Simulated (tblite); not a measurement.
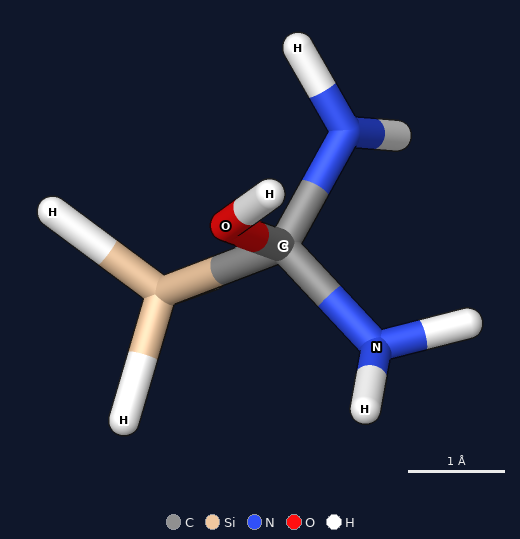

*The structure as given in the input (stick view, seen at a tilt).*

Bond lengths as drawn: C–N 1.42 to 1.44 Å, C–O 1.39 Å, C–Si 1.83 Å, H–N 1.00 to 1.03 Å, H–O 0.97 Å and H–Si 1.41 to 1.43 Å.

Run report: CH$_{8}$N$_{2}$OSi, geometry relaxation (part 1 of 2)

CH$_{8}$N$_{2}$OSi, SMILES NC(N)(O)[SiH3], computed with GFN2-xTB geometry optimisation, gas phase (tblite 0.8.0).

Input
```
{"job": {"kind": "relax", "xc": "GFN2-xTB", "basis": "xTB"}, "charge": 0, "multiplicity": 1}
C     -0.388243     0.845478     0.817087
Si     0.416401    -0.052903    -0.561353
N     -0.900630     2.104004     0.336839
N     -1.471058     0.087014     1.348086
O      0.528619     1.083263     1.834613
H      1.237036    -1.076160    -0.000310
H      1.229440     0.824146    -1.300415
H     -0.582813    -0.641654    -1.383867
H     -1.888204     2.250021     0.423759
H     -0.317733     2.931818     0.506326
H     -1.233445    -0.687008     1.966083
H     -2.244876    -0.120156     0.698125
H      0.322847     1.487784     2.696314
```

The first line tells a small driver script what to run in tblite; the rest is the geometry in Å.

Hardware: 1 CPU thread, shared host.

Launch command:
```bash
OMP_NUM_THREADS=1 python <driver script> task.json out
```

The program's output
```
step      E/eV     max force
  0    -484.62988    2.388
  1    -484.89076    1.441
  2    -485.05097    1.368
  3    -485.12895    0.817
  4    -485.16586    0.645
  5    -485.19232    0.352
  6    -485.20663    0.280
  7    -485.21365    0.273
  8    -485.22236    0.280
  9    -485.23074    0.285
 10    -485.23792    0.212
 11    -485.24257    0.193
 12    -485.24604    0.163
 13    -485.24889    0.147
 14    -485.25105    0.113
 15    -485.25273    0.107
 16    -485.25464    0.142
 17    -485.25745    0.249
 18    -485.26155    0.337
 19    -485.26621    0.319
 20    -485.27074    0.191
 21    -485.27523    0.208
 22    -485.27939    0.248
 23    -485.28463    0.336
 24    -485.29107    0.296
 25    -485.29842    0.254
 26    -485.30616    0.252
 27    -485.31048    0.523
 28    -485.29901    0.775
 29    -485.32043    0.233
 30    -485.32370    0.223
 31    -485.32791    0.438
 32    -485.33099    0.129
 33    -485.33239    0.105
 34    -485.33602    0.053
 35    -485.33684    0.069
 36    -485.33753    0.085
 37    -485.33802    0.065
 38    -485.33838    0.056
 39    -485.33861    0.051
 40    -485.33892    0.053
 41    -485.33921    0.038
 42    -485.33942    0.031
 43    -485.33955    0.030
 44    -485.33968    0.031
 45    -485.33988    0.040
 46    -485.34015    0.050
 47    -485.34044    0.054
 48    -485.34068    0.043
 49    -485.34090    0.040
 50    -485.34111    0.046
 51    -485.34130    0.044
 52    -485.34144    0.032
 53    -485.34156    0.038
 54    -485.34170    0.041
 55    -485.34189    0.043
 56    -485.34212    0.050
 57    -485.34230    0.035
 58    -485.34238    0.015
 59    -485.34242    0.013
 60    -485.34246    0.019
 61    -485.34250    0.028
 62    -485.34256    0.027
 63    -485.34260    0.020
 64    -485.34264    0.017
 65    -485.34267    0.018
 66    -485.34272    0.029
 67    -485.34278    0.037
 68    -485.34285    0.033
 69    -485.34291    0.020
 70    -485.34293    0.015
 71    -485.34296    0.013
 72    -485.34300    0.023
 73    -485.34307    0.039
 74    -485.34321    0.047
 75    -485.34340    0.042
 76    -485.34351    0.016
 77    -485.34356    0.013
 78    -485.34358    0.013
 79    -485.34360    0.014
 80    -485.34365    0.016
 81    -485.34370    0.016
 82    -485.34376    0.019
 83    -485.34380    0.018
 84    -485.34383    0.015
 85    -485.34387    0.015
 86    -485.34392    0.019
 87    -485.34398    0.025
 88    -485.34406    0.026
 89    -485.34415    0.022
 90    -485.34423    0.019
 91    -485.34428    0.018
 92    -485.34431    0.014
 93    -485.34434    0.010
 94    -485.34436    0.010
 95    -485.34437    0.011
 96    -485.34439    0.008
 97    -485.34440    0.008
 98    -485.34442    0.010
 99    -485.34444    0.009
100    -485.34445    0.008
101    -485.34445    0.006
```

Trajectory as extended XYZ (Å, eV, eV/Å), 27 frames, from step=0 to step=101
```
13
Properties=species:S:1:pos:R:3:forces:R:3 step=0 energy=-484.62988
C    -0.3882    0.8455    0.8171   -0.7900   1.4370   1.7360
Si    0.4164   -0.0529   -0.5614    1.0290  -0.7170  -0.6900
N    -0.9006    2.1040    0.3368    0.1200   0.7490  -1.0810
N    -1.4711    0.0870    1.3481   -2.0660  -0.3420   0.7410
O     0.5286    1.0833    1.8346    1.9640  -0.5010   0.3920
H     1.2370   -1.0762   -0.0003    0.4260  -0.6950   0.3240
H     1.2294    0.8241   -1.3004    0.7040   0.8280  -0.7270
H    -0.5828   -0.6417   -1.3839   -0.7380  -0.3260  -0.5220
H    -1.8882    2.2500    0.4238   -0.1190   0.1540   0.4080
H    -0.3177    2.9318    0.5063   -0.5270  -0.8090   0.1310
H    -1.2334   -0.6870    1.9661    0.0660   0.2820  -0.6160
H    -2.2449   -0.1202    0.6981    0.9260   0.0110   0.5200
H     0.3228    1.4878    2.6963   -0.9930  -0.0700  -0.6150
13
Properties=species:S:1:pos:R:3:forces:R:3 step=4 energy=-485.16586
C    -0.4072    0.8714    0.8734   -0.0190  -0.3630  -0.3890
Si    0.4624   -0.0719   -0.5839   -0.0090   0.0030   0.0170
N    -0.9086    2.1071    0.2640    0.1050  -0.1830   0.1070
N    -1.5580    0.1493    1.4458    0.1960   0.2330   0.0550
O     0.6015    1.0578    1.8486   -0.5620   0.0790  -0.3070
H     1.2723   -1.1351    0.0236   -0.0400   0.0080  -0.1030
H     1.2744    0.8776   -1.3490   -0.1040  -0.1180   0.0910
H    -0.6220   -0.6569   -1.4118    0.2320   0.1330   0.1450
H    -1.8907    2.2716    0.4672    0.2200   0.0310   0.2540
H    -0.3428    2.9060    0.5290   -0.1280  -0.1010   0.0670
H    -1.2263   -0.6871    1.9238   -0.0620   0.1460  -0.1590
H    -2.2022   -0.1345    0.7040    0.3440   0.1210   0.2730
H     0.2545    1.4804    2.6467   -0.1740   0.0110  -0.0500
13
Properties=species:S:1:pos:R:3:forces:R:3 step=8 energy=-485.22236
C    -0.4147    0.8539    0.8470    0.1760   0.0550  -0.0270
Si    0.4738   -0.0797   -0.5854   -0.0090   0.0160   0.0590
N    -0.9062    2.0915    0.2516   -0.0850   0.0640  -0.0950
N    -1.5463    0.1769    1.4619   -0.0230  -0.0460   0.0040
O     0.5703    1.0646    1.8231    0.1440   0.0940   0.0570
H     1.2733   -1.1444    0.0121    0.0540  -0.0850  -0.0140
H     1.2689    0.8715   -1.3440    0.0350   0.0200   0.0040
H    -0.6010   -0.6448   -1.4026   -0.0230  -0.0400  -0.0810
H    -1.8678    2.2733    0.5124   -0.0790  -0.0400   0.1570
H    -0.3519    2.8858    0.5437    0.1400  -0.0340   0.0210
H    -1.2259   -0.6728    1.9111    0.1080  -0.0320   0.1360
H    -2.1746   -0.1184    0.7288   -0.2550   0.0440  -0.1060
H     0.2093    1.4784    2.6216   -0.1830  -0.0160  -0.1130
13
Properties=species:S:1:pos:R:3:forces:R:3 step=12 energy=-485.24604
C    -0.4032    0.8554    0.8284   -0.0770  -0.0200   0.0220
Si    0.4827   -0.0884   -0.5834    0.0420  -0.0570  -0.1170
N    -0.9167    2.0924    0.2399    0.0200  -0.0360   0.1570
N    -1.5339    0.1779    1.4566    0.0210  -0.0090  -0.0230
O     0.5713    1.0912    1.8122   -0.0840   0.0580  -0.0020
H     1.2828   -1.1650   -0.0007    0.0110  -0.0190  -0.0020
H     1.2723    0.8694   -1.3376    0.0780   0.0250  -0.0160
H    -0.5888   -0.6443   -1.4121   -0.0210  -0.0470  -0.0600
H    -1.8608    2.2652    0.5747    0.0190   0.0350   0.0470
H    -0.3329    2.8620    0.5506    0.0090   0.0230  -0.1240
H    -1.2086   -0.6625    1.9259   -0.0320   0.0260  -0.0690
H    -2.1987   -0.0940    0.7390    0.0300  -0.0110   0.1040
H     0.1417    1.4763    2.5877   -0.0150   0.0320   0.0840
13
Properties=species:S:1:pos:R:3:forces:R:3 step=16 energy=-485.25464
C    -0.4044    0.8531    0.8237    0.0460   0.0200   0.0030
Si    0.4907   -0.0972   -0.5993   -0.0570   0.0820   0.0790
N    -0.9234    2.0898    0.2541   -0.0550   0.0190  -0.1290
N    -1.5287    0.1787    1.4571   -0.0060  -0.0070   0.0510
O     0.5597    1.1096    1.8145    0.0140  -0.0540   0.0580
H     1.2883   -1.1763   -0.0074   -0.0300   0.0350  -0.0420
H     1.2901    0.8717   -1.3385    0.0150  -0.0550   0.0120
H    -0.5868   -0.6540   -1.4290    0.0630   0.0020  -0.0060
H    -1.8562    2.2714    0.6113    0.0060   0.0600   0.0750
H    -0.3214    2.8584    0.5270    0.0080   0.0060  -0.0900
H    -1.2053   -0.6613    1.9213    0.0210  -0.0880   0.0080
H    -2.2085   -0.0891    0.7572   -0.0400  -0.0170  -0.0280
H     0.1132    1.4808    2.5894    0.0140  -0.0030   0.0090
13
Properties=species:S:1:pos:R:3:forces:R:3 step=20 energy=-485.27074
C    -0.4101    0.8626    0.8249   -0.0470  -0.0870   0.0620
Si    0.4880   -0.0869   -0.6078   -0.0420   0.0930   0.1440
N    -0.9556    2.0895    0.2488    0.0040  -0.1170   0.1510
N    -1.5189    0.1654    1.4683   -0.0540  -0.0240  -0.0110
O     0.5346    1.1237    1.8406    0.0380   0.0440  -0.1120
H     1.2802   -1.1755   -0.0410    0.0260  -0.0450   0.0800
H     1.3344    0.8495   -1.3330   -0.0150   0.0350  -0.0140
H    -0.5520   -0.6712   -1.4642   -0.0060   0.0880   0.0300
H    -1.8326    2.3147    0.7145    0.0630   0.0730   0.0000
H    -0.3031    2.8500    0.4210   -0.0560  -0.0920  -0.1170
H    -1.1953   -0.6917    1.9050    0.0820   0.0440  -0.0420
H    -2.2318   -0.0852    0.7959   -0.0200   0.0430  -0.1030
H     0.0697    1.4910    2.6083    0.0260  -0.0540  -0.0690
13
Properties=species:S:1:pos:R:3:forces:R:3 step=24 energy=-485.29107
C    -0.4290    0.8562    0.8416   -0.0040   0.1200  -0.1050
Si    0.4846   -0.0641   -0.5844    0.1590  -0.1950  -0.1550
N    -0.9912    2.0661    0.2679   -0.0730   0.1830  -0.0450
N    -1.5273    0.1473    1.4804    0.0430  -0.0360  -0.0370
O     0.5241    1.1385    1.8411    0.0080  -0.0360   0.0220
H     1.2730   -1.1765   -0.0470   -0.0160   0.0340   0.1250
H     1.3621    0.8368   -1.3261   -0.0750   0.0690   0.0830
H    -0.5198   -0.6535   -1.4789   -0.0680   0.1170   0.0570
H    -1.7971    2.3751    0.8072    0.0270  -0.0160   0.0410
H    -0.3017    2.8137    0.2916   -0.0410  -0.1840  -0.0800
H    -1.1696   -0.7150    1.8771   -0.1000  -0.0510  -0.0220
H    -2.2487   -0.0733    0.8022    0.0820  -0.0100   0.0450
H     0.0478    1.4843    2.6087    0.0580   0.0050   0.0710
13
Properties=species:S:1:pos:R:3:forces:R:3 step=28 energy=-485.29901
C    -0.4653    0.8687    0.8429    0.1940  -0.1700   0.0210
Si    0.5152   -0.0637   -0.5693   -0.2940   0.2690   0.2360
N    -1.0813    2.0534    0.2972    0.2700   0.3230   0.0080
N    -1.5256    0.1102    1.4919    0.1660  -0.0080  -0.1320
O     0.5060    1.1507    1.8403   -0.0110   0.0700  -0.0300
H     1.2588   -1.1722    0.0062    0.0690  -0.0870   0.1490
H     1.3896    0.8480   -1.2878    0.0910   0.1290   0.0310
H    -0.4953   -0.5720   -1.4855   -0.1680  -0.0850  -0.1170
H    -1.7131    2.4989    0.9824    0.5630  -0.1670  -0.4010
H    -0.3258    2.6904    0.0077   -0.6910  -0.1860   0.2980
H    -1.1557   -0.7808    1.8070   -0.0630   0.0060   0.0100
H    -2.2527   -0.0629    0.8120   -0.1540  -0.0560   0.0000
H     0.0525    1.4670    2.6363    0.0280  -0.0390  -0.0720
13
Properties=species:S:1:pos:R:3:forces:R:3 step=32 energy=-485.33099
C    -0.4492    0.8630    0.8402   -0.0030  -0.0310   0.0350
Si    0.5020   -0.0597   -0.5635    0.0130  -0.0460  -0.0720
N    -1.0629    2.0469    0.2825    0.0860   0.0030  -0.0290
N    -1.5191    0.1119    1.4753   -0.0510  -0.0230   0.0260
O     0.5181    1.1459    1.8354    0.0320   0.0470  -0.0200
H     1.2615   -1.1692    0.0248   -0.0630   0.0870   0.0120
H     1.3762    0.8621   -1.2843    0.0060   0.0180   0.0760
H    -0.5207   -0.5759   -1.4787   -0.0110  -0.0150   0.0150
H    -1.7171    2.4749    0.9360    0.1130  -0.0630   0.0020
H    -0.3352    2.7159    0.0585   -0.0860   0.0430  -0.0090
H    -1.1684   -0.7746    1.8193    0.0090  -0.0140  -0.0140
H    -2.2525   -0.0705    0.8014   -0.0060   0.0110   0.0170
H     0.0747    1.4649    2.6344   -0.0370  -0.0190  -0.0390
13
Properties=species:S:1:pos:R:3:forces:R:3 step=36 energy=-485.33753
C    -0.4464    0.8569    0.8354   -0.0110   0.0280  -0.0040
Si    0.5021   -0.0622   -0.5690   -0.0310   0.0350   0.0240
N    -1.0678    2.0373    0.2775    0.0000   0.0570   0.0620
N    -1.5158    0.1048    1.4773    0.0240   0.0070  -0.0050
O     0.5190    1.1596    1.8267   -0.0060  -0.0310  -0.0040
H     1.2507   -1.1574    0.0459   -0.0050  -0.0140  -0.0010
H     1.3826    0.8756   -1.2565    0.0260   0.0090   0.0160
H    -0.5271   -0.5660   -1.4804    0.0030  -0.0360  -0.0270
H    -1.6715    2.4771    0.9711    0.0240  -0.0250  -0.0570
H    -0.3539    2.7075    0.0118   -0.0490  -0.0600   0.0060
H    -1.1683   -0.7894    1.8062    0.0110   0.0140  -0.0220
H    -2.2583   -0.0648    0.8090    0.0180   0.0240   0.0290
H     0.0620    1.4567    2.6264   -0.0050  -0.0080  -0.0190
13
Properties=species:S:1:pos:R:3:forces:R:3 step=40 energy=-485.33892
C    -0.4493    0.8594    0.8359    0.0150  -0.0160  -0.0090
Si    0.4986   -0.0568   -0.5672    0.0230  -0.0260  -0.0320
N    -1.0741    2.0379    0.2844   -0.0060  -0.0260  -0.0290
N    -1.5122    0.1034    1.4807   -0.0090   0.0040   0.0030
O     0.5175    1.1575    1.8263    0.0180   0.0020   0.0010
H     1.2443   -1.1555    0.0479   -0.0170   0.0010  -0.0010
H     1.3923    0.8775   -1.2458   -0.0050  -0.0020   0.0220
H    -0.5218   -0.5689   -1.4872    0.0220  -0.0020  -0.0010
H    -1.6590    2.4858    0.9844   -0.0230   0.0470   0.0090
H    -0.3638    2.6948   -0.0143   -0.0200   0.0160   0.0160
H    -1.1628   -0.7944    1.7952    0.0190  -0.0120   0.0000
H    -2.2593   -0.0585    0.8171   -0.0270   0.0150   0.0080
H     0.0569    1.4534    2.6238    0.0110  -0.0010   0.0130
13
Properties=species:S:1:pos:R:3:forces:R:3 step=44 energy=-485.33968
C    -0.4495    0.8591    0.8353   -0.0250   0.0100   0.0030
Si    0.4990   -0.0568   -0.5701   -0.0020   0.0040   0.0280
N    -1.0810    2.0358    0.2866   -0.0040   0.0220   0.0020
N    -1.5096    0.1005    1.4822    0.0040  -0.0090   0.0060
O     0.5191    1.1564    1.8259   -0.0100   0.0130  -0.0250
H     1.2369   -1.1549    0.0514    0.0050  -0.0260   0.0070
H     1.3991    0.8801   -1.2336    0.0060   0.0070  -0.0030
H    -0.5155   -0.5715   -1.4934    0.0110   0.0060  -0.0130
H    -1.6516    2.4988    0.9908    0.0030  -0.0240  -0.0100
H    -0.3762    2.6896   -0.0308    0.0020   0.0080   0.0030
H    -1.1573   -0.8001    1.7865   -0.0080  -0.0050  -0.0080
H    -2.2652   -0.0516    0.8254    0.0010   0.0060   0.0200
H     0.0592    1.4501    2.6252    0.0170  -0.0120  -0.0100
```
